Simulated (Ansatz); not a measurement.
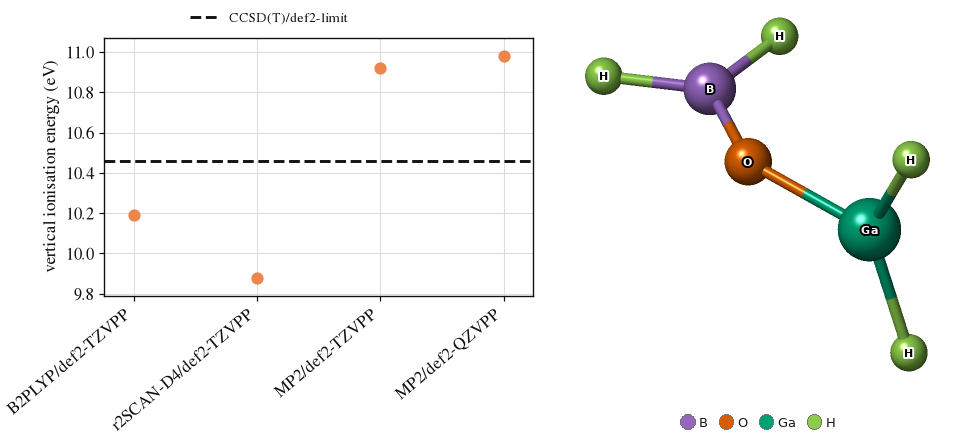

Vertical ionisation energy of GaBH₄O, SMILES B[O][GaH2], singlet, taken as the energy of the cation less that of the neutral at fixed geometry (unrestricted doublet cation, cores frozen in correlated methods, no spin-orbit coupling), the Ansatz code, at a PBE0-D4/def2-TZVP geometry (a minimum by its frequencies). Limit means an estimate of the basis limit from triple and quadruple zeta; for coupled cluster it is either extrapolated directly or built as the MP2 limit plus the step from MP2 in triple zeta. B2PLYP/def2-TZVPP holds a correlation term that converges slowly with the basis, so part of the distance to the limit is basis error. The distance of MP2/def2-TZVPP and MP2/def2-QZVPP to the limit includes basis error.

### Which level comes closest to the line (CCSD(T)/def2-limit), and which misses most?

Closest B2PLYP/def2-TZVPP (10.19 eV), against 10.46 eV; farthest r2SCAN-D4/def2-TZVPP (9.88 eV).

### Give the values.

| level | eV | less CCSD(T)/def2-limit |
| --- | --- | --- |
| B2PLYP/def2-TZVPP | 10.19 | −0.26 |
| r2SCAN-D4/def2-TZVPP | 9.88 | −0.58 |
| MP2/def2-TZVPP | 10.92 | 0.47 |
| MP2/def2-QZVPP | 10.98 | 0.53 |
| CCSD(T)/def2-limit | 10.46 | 0.00 |

Limits of at least one run: no scalar relativity up to krypton; outer-core shells are correlated without core-valence functions, which makes the correlated values less sure.
